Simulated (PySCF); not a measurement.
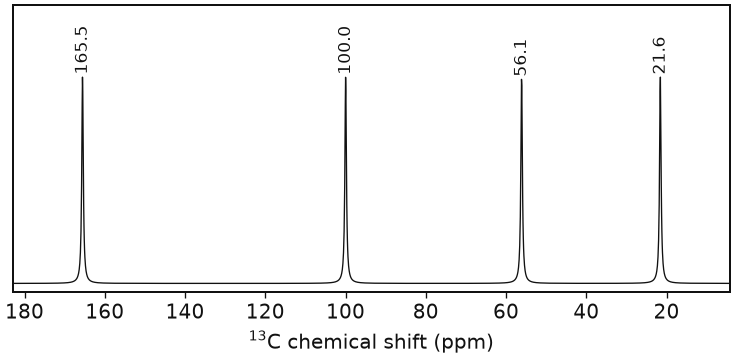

GIAO shifts, PBE0/pcSseg-1, PySCF, at a GFN2-xTB geometry (no frequency check), against TMS for ¹³C computed at the same level. Gas phase, fully decoupled, line heights follow the number of nuclei, widths are arbitrary (no quadrupolar broadening); values of one conformer, averaged over methyl-type rotors and exact or near symmetry; other conformers aren't averaged in.

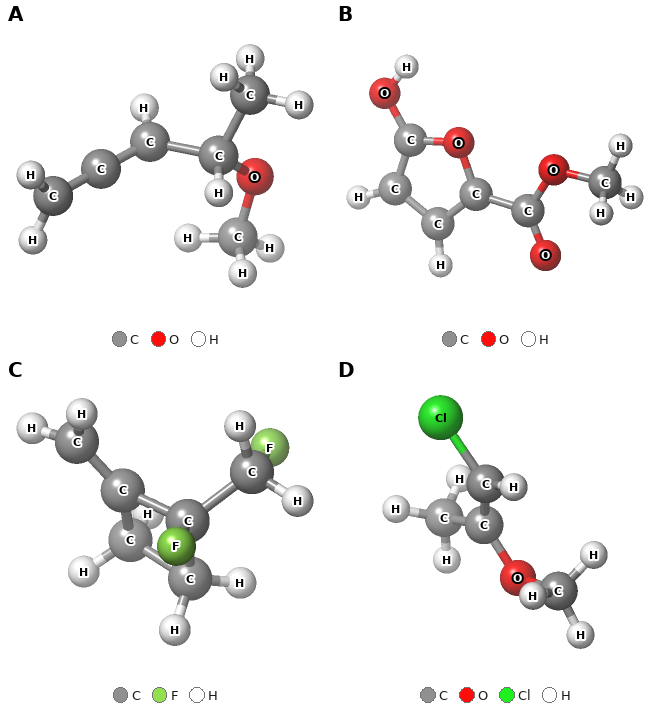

**Which molecule was computed? Choose among the lettered structures.**

Structure D, C₄H₇ClO, SMILES CO/C(C)=C/Cl. Its ¹³C signals: 165.5 (1 C), 100.0 (1 C), 56.1 (1 C), 21.6 (1 C) ppm.

Known limits of this run: the tight-binding geometry is rougher than a DFT one and adds to the error.
